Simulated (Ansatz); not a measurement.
# AlClFH3O: two geometries relaxed, part 2 of 2

Aim: relax the geometries before and after the reaction (ligand exchange), and see whether they are two minima and how far apart in energy. Meant to form: Al1–Cl6, H7–O2; to break: Al1–O2, H7–Cl6. The start is a guess near the saddle point, from which both ends are pulled out.

Ansatz 0.2.0; RKS PBE0-D4/def2-SVP.

## 4. Pulling towards end B

Springs on the bonds that form and break draw the guess towards this end; the thresholds are loose.

Input file input.yaml:

```yaml
crystal:
  periodic: [false, false, false]
  atoms:
    - { symbol: Al, position_ang: [0.0, 0.0, 0.0] }
    - { symbol: O, position_ang: [0.0, 0.0, 2.13] }
    - { symbol: H, position_ang: [-0.9095, -0.2814, 2.4671] }
    - { symbol: F, position_ang: [1.4635, 0.0, -0.845] }
    - { symbol: H, position_ang: [-1.351, 0.0, -0.78] }
    - { symbol: Cl, position_ang: [0.1134, 2.3983, 0.7978] }
    - { symbol: H, position_ang: [0.0597, 1.263, 1.9417] }
basis:
  gaussian: { orbitals: def2-SVP }
hamiltonian:
  xc: pbe0
  dispersion: d4
relax:
  f_tol: 0.15
  max_steps: 25
  restrain:
    - { distance: [0, 5], at: 2.23, k: 30.0 }
    - { distance: [6, 1], at: 1.01, k: 30.0 }
    - { distance: [0, 1], at: 2.98, k: 30.0 }
    - { distance: [6, 5], at: 2.57, k: 30.0 }
```

The run is started by

```
$ ansatz run input.yaml --threads 2 --pin off --max-ram 3072MiB --backend cpu --events-out ev --progress --plain --runs-dir out
```

Output:

```text
Warning: RAYON_NUM_THREADS=2 ignored (pool sized by the plan → 2); use --threads N
The last accepted step is kept in <dir> (removed where the run ends without a failure and the disk answers)
Engine: ansatz 0.2.0, aarch64-unknown-linux-gnu
Functional definition: PBE0
  parameter a = 0.25
  parameter kappa = 0.804
  parameter beta = 0.06672455060314922
  exchange = (1 - a)*pbe_x(kappa = kappa, mu = beta*pi^2/3) + a*exact_x
  correlation = pbe_c(beta = beta)
784 factors; integrals over basis functions are off by at most 3.1e-4 eV
mean field evaluation 1: about -23908.6751 eV, gradient 5.3e1 eV
mean field evaluation 2: about -23898.3015 eV, gradient 9.3e1 eV
mean field evaluation 4: about -23913.5520 eV, gradient 2.9e0 eV
mean field evaluation 8: about -23913.5845 eV, gradient 2.5e-2 eV
mean field -23913.58446094 eV, -878.8080197298 hartree, gradient 3.7e-5 eV, S^2 0.000000; 0 other end points of the search recorded, 0 dependent functions left out
the calculation of the forces begins
reference -23913.58448866 eV, -878.8080207487 hartree; 25, 25 occupied and 54, 54 virtual orbitals, 784 factors
relax step   1: F+E_penalty+E_count = -23913.68814610 eV  Δ(F+E_penalty+E_count) = +0.000e0 eV  max|allowed force component| = 2.486e0 eV/Å  E_restraint = 27.01906255 eV  max|allowed force component, restraints' pulls added| = 2.967e1 eV/Å  Δτ_max = 0.0000 Å  (25 SCF iters, accepted)
  distance Al 0 - Cl 5 = 2.5301 Å
  distance H 6 - O 1 = 1.2784 Å
  distance Al 0 - O 1 = 2.1300 Å
  distance H 6 - Cl 5 = 1.6125 Å
these checks for a lower state are left out or cut short: starts, cluster_reference, orbital_swaps, neighbouring_geometries, increment
784 factors; integrals over basis functions are off by at most 4.0e-4 eV
mean field evaluation 16: about -23913.6750 eV, gradient 7.9e-1 eV
mean field -23913.69494758 eV, -878.8120800391 hartree, gradient 2.2e-5 eV, S^2 0.000000; 0 other end points of the search recorded, 0 dependent functions left out
the calculation of the forces begins
reference -23913.69497546 eV, -878.8120810634 hartree; 25, 25 occupied and 54, 54 virtual orbitals, 784 factors
relax step   2: F+E_penalty+E_count = -23913.79646096 eV  Δ(F+E_penalty+E_count) = -1.083e-1 eV  max|allowed force component| = 3.116e0 eV/Å  E_restraint = 11.75156871 eV  max|allowed force component, restraints' pulls added| = 1.876e1 eV/Å  Δτ_max = 0.1967 Å  (33 SCF iters, accepted)
  distance Al 0 - Cl 5 = 2.4518 Å
  distance H 6 - O 1 = 1.1257 Å
  distance Al 0 - O 1 = 2.4004 Å
  distance H 6 - Cl 5 = 1.9496 Å
these checks for a lower state are left out or cut short: starts, cluster_reference, orbital_swaps, neighbouring_geometries, increment
784 factors; integrals over basis functions are off by at most 5.1e-4 eV
mean field -23914.03464416 eV, -878.8245636578 hartree, gradient 1.8e-5 eV, S^2 0.000000; 0 other end points of the search recorded, 0 dependent functions left out
the calculation of the forces begins
reference -23914.03467246 eV, -878.8245646979 hartree; 25, 25 occupied and 54, 54 virtual orbitals, 784 factors
relax step   3: F+E_penalty+E_count = -23914.13534386 eV  Δ(F+E_penalty+E_count) = -3.389e-1 eV  max|allowed force component| = 3.243e0 eV/Å  E_restraint = 3.23684205 eV  max|allowed force component, restraints' pulls added| = 8.478e0 eV/Å  Δτ_max = 0.1948 Å  (27 SCF iters, accepted)
  distance Al 0 - Cl 5 = 2.3434 Å
  distance H 6 - O 1 = 0.9841 Å
  distance Al 0 - O 1 = 2.6501 Å
  distance H 6 - Cl 5 = 2.2643 Å
these checks for a lower state are left out or cut short: starts, cluster_reference, orbital_swaps, neighbouring_geometries, increment
784 factors; integrals over basis functions are off by at most 6.5e-4 eV
mean field evaluation 32: about -23914.2903 eV, gradient 2.9e-1 eV
mean field -23914.29081965 eV, -878.8339779338 hartree, gradient 8.0e-6 eV, S^2 0.000000; 0 other end points of the search recorded, 0 dependent functions left out
the calculation of the forces begins
reference -23914.29084812 eV, -878.8339789800 hartree; 25, 25 occupied and 54, 54 virtual orbitals, 784 factors
relax step   4: F+E_penalty+E_count = -23914.38948210 eV  Δ(F+E_penalty+E_count) = -2.541e-1 eV  max|allowed force component| = 2.015e0 eV/Å  E_restraint = 0.24979325 eV  max|allowed force component, restraints' pulls added| = 2.700e0 eV/Å  Δτ_max = 0.1945 Å  (28 SCF iters, accepted)
  distance Al 0 - Cl 5 = 2.2180 Å
  distance H 6 - O 1 = 0.9585 Å
  distance Al 0 - O 1 = 2.8847 Å
  distance H 6 - Cl 5 = 2.5009 Å
these checks for a lower state are left out or cut short: starts, cluster_reference, orbital_swaps, neighbouring_geometries, increment
784 factors; integrals over basis functions are off by at most 7.1e-4 eV
mean field -23914.37590182 eV, -878.8371046458 hartree, gradient 1.5e-5 eV, S^2 0.000000; 0 other end points of the search recorded, 0 dependent functions left out
the calculation of the forces begins
reference -23914.37593043 eV, -878.8371056971 hartree; 25, 25 occupied and 54, 54 virtual orbitals, 784 factors
relax step   5: F+E_penalty+E_count = -23914.47343188 eV  Δ(F+E_penalty+E_count) = -8.395e-2 eV  max|allowed force component| = 1.439e0 eV/Å  E_restraint = 0.02158743 eV  max|allowed force component, restraints' pulls added| = 1.037e0 eV/Å  Δτ_max = 0.1945 Å  (28 SCF iters, accepted)
  distance Al 0 - Cl 5 = 2.1995 Å
  distance H 6 - O 1 = 1.0010 Å
  distance Al 0 - O 1 = 2.9607 Å
  distance H 6 - Cl 5 = 2.5774 Å
these checks for a lower state are left out or cut short: starts, cluster_reference, orbital_swaps, neighbouring_geometries, increment
784 factors; integrals over basis functions are off by at most 6.8e-4 eV
mean field -23914.42519597 eV, -878.8389161725 hartree, gradient 1.3e-5 eV, S^2 0.000000; 0 other end points of the search recorded, 0 dependent functions left out
the calculation of the forces begins
reference -23914.42522485 eV, -878.8389172336 hartree; 25, 25 occupied and 54, 54 virtual orbitals, 784 factors
relax step   6: F+E_penalty+E_count = -23914.52163078 eV  Δ(F+E_penalty+E_count) = -4.820e-2 eV  max|allowed force component| = 9.929e-1 eV/Å  E_restraint = 0.03250557 eV  max|allowed force component, restraints' pulls added| = 6.075e-1 eV/Å  Δτ_max = 0.1937 Å  (27 SCF iters, accepted)
  distance Al 0 - Cl 5 = 2.1955 Å
  distance H 6 - O 1 = 0.9887 Å
  distance Al 0 - O 1 = 2.9573 Å
  distance H 6 - Cl 5 = 2.5729 Å
these checks for a lower state are left out or cut short: starts, cluster_reference, orbital_swaps, neighbouring_geometries, increment
784 factors; integrals over basis functions are off by at most 6.8e-4 eV
mean field -23914.43505637 eV, -878.8392785352 hartree, gradient 1.7e-5 eV, S^2 0.000000; 0 other end points of the search recorded, 0 dependent functions left out
the calculation of the forces begins
reference -23914.43508524 eV, -878.8392795963 hartree; 25, 25 occupied and 54, 54 virtual orbitals, 784 factors
relax step   7: F+E_penalty+E_count = -23914.53153306 eV  Δ(F+E_penalty+E_count) = -9.902e-3 eV  max|allowed force component| = 9.857e-1 eV/Å  E_restraint = 0.03386867 eV  max|allowed force component, restraints' pulls added| = 4.681e-1 eV/Å  Δτ_max = 0.0182 Å  (29 SCF iters, accepted)
  distance Al 0 - Cl 5 = 2.1951 Å
  distance H 6 - O 1 = 0.9874 Å
  distance Al 0 - O 1 = 2.9572 Å
  distance H 6 - Cl 5 = 2.5724 Å
these checks for a lower state are left out or cut short: starts, cluster_reference, orbital_swaps, neighbouring_geometries, increment
784 factors; integrals over basis functions are off by at most 6.4e-4 eV
mean field evaluation 64: about -23914.4433 eV, gradient 1.2e-5 eV
mean field -23914.44331490 eV, -878.8395820309 hartree, gradient 1.2e-5 eV, S^2 0.000000; 0 other end points of the search recorded, 0 dependent functions left out
the calculation of the forces begins
reference -23914.44334386 eV, -878.8395830949 hartree; 25, 25 occupied and 54, 54 virtual orbitals, 784 factors
relax step   8: F+E_penalty+E_count = -23914.54018897 eV  Δ(F+E_penalty+E_count) = -8.656e-3 eV  max|allowed force component| = 1.110e0 eV/Å  E_restraint = 0.03769474 eV  max|allowed force component, restraints' pulls added| = 1.271e-1 eV/Å  Δτ_max = 0.1554 Å  (27 SCF iters, accepted)
  distance Al 0 - Cl 5 = 2.1949 Å
  distance H 6 - O 1 = 0.9837 Å
  distance Al 0 - O 1 = 2.9557 Å
  distance H 6 - Cl 5 = 2.5698 Å
784 factors; integrals over basis functions are off by at most 6.4e-4 eV
mean field -23914.44331490 eV, -878.8395820309 hartree, gradient 1.2e-5 eV, S^2 0.000000; 1 other end points of the search recorded, 0 dependent functions left out
the calculation of the forces begins
reference -23914.44334386 eV, -878.8395830949 hartree; 25, 25 occupied and 54, 54 virtual orbitals, 784 factors
Total energy: -23914.54021792 eV, -878.8431431510 hartree
Atom 0 at     0.022865     0.507496    -0.488081 Å, force    -0.086820     0.891689     1.109711 eV/Å
Atom 1 at    -0.064580    -0.083370     2.406682 Å, force     0.198644     0.843133    -0.666092 eV/Å
Atom 2 at    -0.938982    -0.169557     2.804327 Å, force    -0.014146     0.020434    -0.041701 eV/Å
Atom 3 at     1.498283    -0.117942    -0.892160 Å, force     0.127120    -0.060201    -0.044932 eV/Å
Atom 4 at    -1.314924    -0.146512    -0.956311 Å, force    -0.041993    -0.010450     0.002679 eV/Å
Atom 5 at     0.065577     2.504709     0.421189 Å, force    -0.025664    -0.969245    -0.453142 eV/Å
Atom 6 at     0.107861     0.885076     2.415953 Å, force    -0.157140    -0.715361     0.093478 eV/Å
Dipole moment:    -0.515597    -0.003565     0.248546 e Å
```

It took 12 s on 2 threads of Arm Neoverse V2, shared host; peak memory 0.15 GiB.

Step by step:

| step | energy from step 1 (eV) | largest force component (eV/Å) |
| --- | --- | --- |
| 1 | 0.0000 | 2.4865 |
| 2 | -0.1083 | 3.1162 |
| 3 | -0.4472 | 3.2428 |
| 4 | -0.7013 | 2.0145 |
| 5 | -0.7853 | 1.4392 |
| 6 | -0.8335 | 0.9929 |
| 7 | -0.8434 | 0.9858 |
| 8 | -0.8520 | 1.1097 |

Step 1 is the start. Energies and forces in the table leave out the springs, which the log lists apart; the run stops on the force with the springs' pull added.

After: Bond lengths: O2–H3 0.964 Å, Al1–F4 1.653 Å, Al1–H5 1.561 Å, Al1–Cl6 2.195 Å, O2–H7 0.984 Å. Angles: H3–O2–H7 104.1°, F4–Al1–H5 122.2°, F4–Al1–Cl6 115.4°, H5–Al1–Cl6 121.5°.

Pairs that crossed the distance rule for bonds on the way: came closer O2–H7; moved apart Al1–O2.

## 5. End point B

It starts where the restrained run ended.

Input file input.yaml:

```yaml
crystal:
  periodic: [false, false, false]
  atoms:
    - { symbol: Al, position_ang: [0.022865, 0.507496, -0.488081] }
    - { symbol: O, position_ang: [-0.06458, -0.08337, 2.406682] }
    - { symbol: H, position_ang: [-0.938982, -0.169557, 2.804327] }
    - { symbol: F, position_ang: [1.498283, -0.117942, -0.89216] }
    - { symbol: H, position_ang: [-1.314924, -0.146512, -0.956311] }
    - { symbol: Cl, position_ang: [0.065577, 2.504709, 0.421189] }
    - { symbol: H, position_ang: [0.107861, 0.885076, 2.415953] }
basis:
  gaussian: { orbitals: def2-SVP }
hamiltonian:
  xc: pbe0
  dispersion: d4
relax:
  f_tol: 0.03
  max_steps: 50
```

The run is started by

```
$ ansatz run input.yaml --threads 2 --pin off --max-ram 3072MiB --backend cpu --events-out ev --progress --plain --runs-dir out
```

Output, cut to the lines that bear on the results:

```text
Warning: RAYON_NUM_THREADS=2 ignored (pool sized by the plan → 2); use --threads N
[...]
Functional definition: PBE0
[...]
787 factors; integrals over basis functions are off by at most 6.4e-4 eV
[...]
mean field -23914.44329261 eV, -878.8395812116 hartree, gradient 2.6e-5 eV, S^2 0.000000; 0 other end points of the search recorded, 0 dependent functions left out
[...]
reference -23914.44332163 eV, -878.8395822781 hartree; 25, 25 occupied and 54, 54 virtual orbitals, 787 factors
relax step   1: F+E_penalty+E_count = -23914.54016669 eV  Δ(F+E_penalty+E_count) = +0.000e0 eV  max|allowed force component| = 1.110e0 eV/Å  Δτ_max = 0.0000 Å  (25 SCF iters, accepted)
[...]
relax step   3: F+E_penalty+E_count = -23915.08940766 eV  Δ(F+E_penalty+E_count) = -3.277e-1 eV  max|allowed force component| = 1.508e0 eV/Å  Δτ_max = 0.1954 Å  (27 SCF iters, accepted)
[...]
mean field -23915.30429909 eV, -878.8712226161 hartree, gradient 1.1e-5 eV, S^2 0.000000; 1 other end points of the search recorded, 0 dependent functions left out
[...]
reference -23915.30432701 eV, -878.8712236422 hartree; 25, 25 occupied and 54, 54 virtual orbitals, 787 factors
Total energy: -23915.40847056 eV, -878.8750508471 hartree
Atom 0 at    -0.009312     0.502477    -0.041890 Å, force     0.005307     0.001879    -0.000834 eV/Å
Atom 1 at    -0.030955     0.086865     1.891642 Å, force     0.007270     0.009662    -0.015476 eV/Å
Atom 2 at    -0.771813    -0.420316     2.250374 Å, force     0.001936     0.008989     0.007068 eV/Å
Atom 3 at     1.412634    -0.207428    -0.554388 Å, force    -0.000925     0.000037     0.002661 eV/Å
Atom 4 at    -1.375747    -0.121248    -0.525891 Å, force    -0.004006    -0.000805    -0.000292 eV/Å
Atom 5 at     0.126418     2.607895     0.323363 Å, force    -0.000740    -0.004146    -0.000387 eV/Å
Atom 6 at     0.024874     0.931655     2.368388 Å, force    -0.008843    -0.015616     0.007260 eV/Å
Dipole moment:    -0.496879    -0.272147     0.984524 e Å
```

Run time: 13 s. Hardware: 2 threads of Arm Neoverse V2, shared host; peak memory 0.15 GiB.

Relaxation path:

| step | energy from step 1 (eV) | largest force component (eV/Å) |
| --- | --- | --- |
| 1 | 0.0000 | 1.1098 |
| 2 | -0.2215 | 1.2826 |
| 3 | -0.5492 | 1.5078 |
| 4 | -0.7718 | 1.5205 |
| 5 | -0.8407 | 0.6636 |
| 6 | -0.8627 | 0.2165 |
| 7 | -0.8671 | 0.0852 |
| 8 | -0.8680 | 0.0557 |
| 9 | -0.8683 | 0.0156 |

Step 1 is the start.

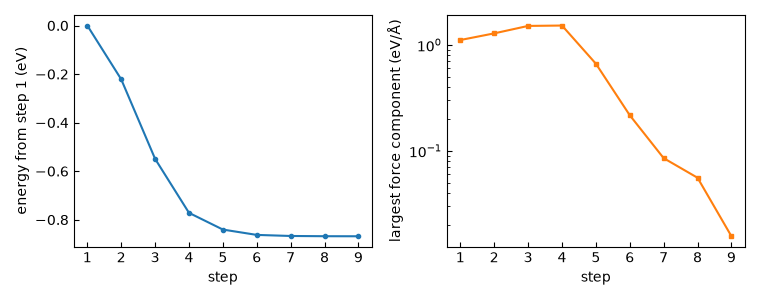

How energy and force went from step to step.

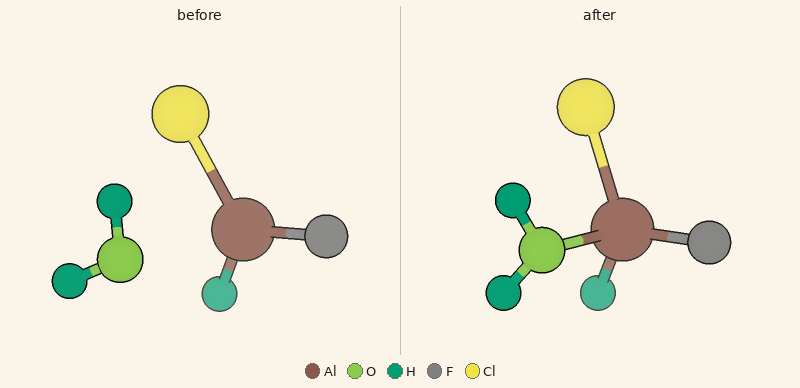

The structure before (left) and after (right), drawn at the same scale.

After: Bond lengths: Al1–O2 1.978 Å, O2–H3 0.967 Å, Al1–F4 1.670 Å, Al1–H5 1.578 Å, Al1–Cl6 2.141 Å, O2–H7 0.972 Å. Angles: Al1–O2–H3 118.8°, Al1–O2–H7 107.2°, H3–O2–H7 108.5°, O2–Al1–F4 102.7°, O2–Al1–H5 102.0°, O2–Al1–Cl6 92.3°, F4–Al1–H5 118.4°, F4–Al1–Cl6 114.6°, H5–Al1–Cl6 119.7°.

Pairs that crossed the distance rule for bonds on the way: came closer Al1–O2.

## 6. Outcome

What follows sums up all 2 parts.

| quantity | value |
| --- | --- |
| end A | 17 moves, 1.386 eV lower |
| end B | 8 moves, 0.868 eV lower |
| largest difference between the ends | 0.01 Å |
| end B relative to end A | -0.000 eV |

In words: Both starts fell into the same minimum (no atom differs by more than 0.01 Å), so from this start no second minimum was found and no band was run; another arrangement could still be one.
